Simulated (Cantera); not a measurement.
Feed: 1 mol Fe2O3, 0.075 mol H2S, a varied amount of O2, at 773.15 K and 11.0 bar.

Cantera equilibrium calculation (NASA polynomials, part measured and part estimated; ideal gas, pure solids and liquids). Candidate condensed phases: Fe, FeO, Fe(OH)2, Fe(OH)3, FeS, FeSO4, FeS2, Fe2O3, Fe2(SO4)3, Fe3O4, H2O, H2SO4, S; 22 gas species. Equilibrium is a limit: real reactors are often held back by kinetics, nucleation or transport.

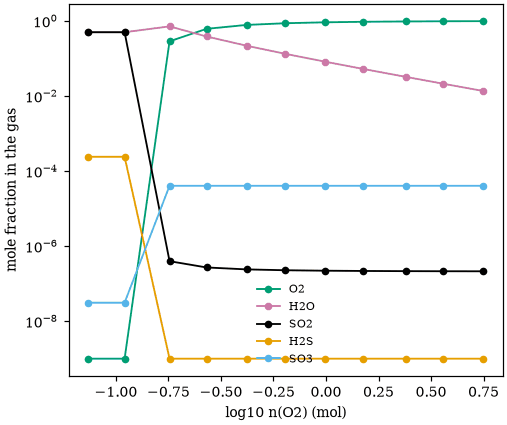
Equilibrium gas composition (values under 1e-9 drawn at 1e-9)

From 0.074 mol O2 to 0.11 mol O2 the condensed part is Fe2O3(s) + Fe3O4(s). From 0.18 mol O2 to 5.6 mol O2 the condensed part is Fe2O3(s) + Fe2(SO4)3(s).
